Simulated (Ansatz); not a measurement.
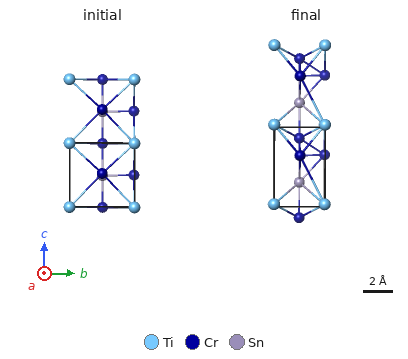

The structure of a crystal of TiCr3Sn (built on the cubic perovskite type) (coarse preliminary run) before (left) and after (right) a relaxation, at one scale.

A ball-and-stick model of the cell of the calculation, repeated 1 × 1 × 2 with one cell outlined, seen along the a axis.

The calculation used DFT PBE, scalar-relativistic, plane waves, PAW in Ansatz. (plane-wave cutoff 420 eV; k-point mesh 6 × 6 × 6; occupations gaussian; smearing width 0.1 eV; no spin polarisation; cell and atoms relaxed; force threshold 0.015 eV/Å; at most 120 steps)

Q: Describe what moved and what it gained.

A: The run was cut off at its time limit before the relaxation converged, so the last structure is only a point on the way. The Sn atom moves most relative to the cell: 1.02 Å along −c. Largest moves by element: Sn 1.02 Å, Cr 0.94 Å, Ti 0.21 Å. The volume changes by −17.4 %, with a 4.692 → 3.991 Å (−15.0 %), b 4.590 → 3.582 Å (−22.0 %), c 4.520 → 5.623 Å (+24.4 %), α 90.3° → 90.0°, β 90.4° → 90.1°, γ 91.5° → 90.4°. Among the contacts that change: Cr–Cr 3.174 → 2.118 Å, Cr–Cr 3.243 → 2.220 Å, Cr–Ti 3.291 → 4.251 Å, Cr–Cr 3.147 → 2.234 Å. New bonds form, among them: Cr–Cr (3.15 → 2.23 Å), Cr–Cr (3.15 → 2.58 Å), Cr–Cr (3.17 → 2.12 Å), Cr–Cr (3.22 → 2.39 Å). Bond angles that change, for instance: Sn–Cr–Sn 176.4° → 83.8°, Cr–Sn–Cr 176.4° → 83.8°, Cr–Sn–Cr 172.5° → 93.1°. The space group stays P1 (No. 1). Over 16 accepted moves (17 points after the start) the energy falls by 1689 meV per atom. Largest force component: 2.6 eV/Å at the start, 0.15 eV/Å at the end. Pressure: 3.77 GPa at the start and −0.41 GPa at the end. The line search rejected the trial step at point 16 of the run.

Limits of the set-up: an element that often carries a moment was run without spin polarisation.
